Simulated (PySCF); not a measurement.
# C6H10OSi: the cost of one run

Computed with PySCF 2.14.0 and routines of our own; the level stands in each step. Atoms count from 0.

## 1. The system as given

18 atoms, charge 0, multiplicity 1; geometry from: GFN2-xTB.

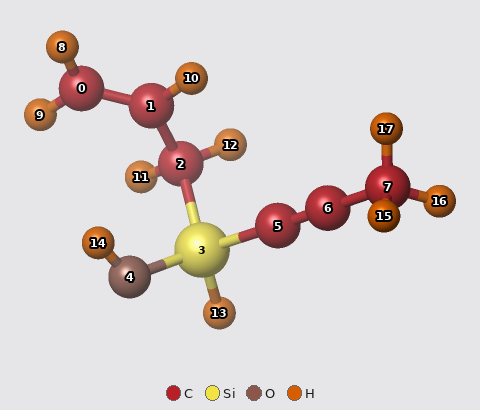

The starting geometry (carbon red, silicon yellow, oxygen brown, hydrogen orange).

## 2. Magnetic properties: GIAO B3LYP/pcSseg-1

Job settings and geometry (Å):

```
{"job": {"kind": "mag", "xc": "B3LYP", "basis": "pcSseg-1", "isotopologues": 2}, "charge": 0, "multiplicity": 1}
C     -2.972911     0.695568     0.015129
C     -1.815726     0.418419    -0.562353
C     -1.313377    -0.952448    -0.834792
Si    -0.011043    -1.453018     0.483597
O     -0.639844    -1.323193     1.980068
C      1.439480    -0.332651     0.230712
C      2.372991     0.402106     0.027801
C      3.495151     1.281743    -0.210521
H     -3.285759     1.705706     0.219438
H     -3.667624    -0.082554     0.289855
H     -1.137853     1.220516    -0.827012
H     -2.139010    -1.664100    -0.816892
H     -0.859270    -0.991041    -1.823747
H      0.360342    -2.860800     0.414486
H     -1.188438    -0.581235     2.221404
H      3.995198     1.513869     0.729452
H      4.206565     0.799486    -0.880614
H      3.152368     2.209944    -0.667669
```

Level: GIAO B3LYP/pcSseg-1 magnetisability, rotational g tensor and spin-rotation constants, non-relativistic, gas phase.

Command:

```console
$ OMP_NUM_THREADS=1 python excited_run.py task.json out
```

One launch serves the whole session: the jobs run in the order shown.

Q: Estimate the wall time and peak memory of this job on 1 thread of Arm Neoverse V2, shared host.

About 34 s, with a peak of 0.93 GiB.
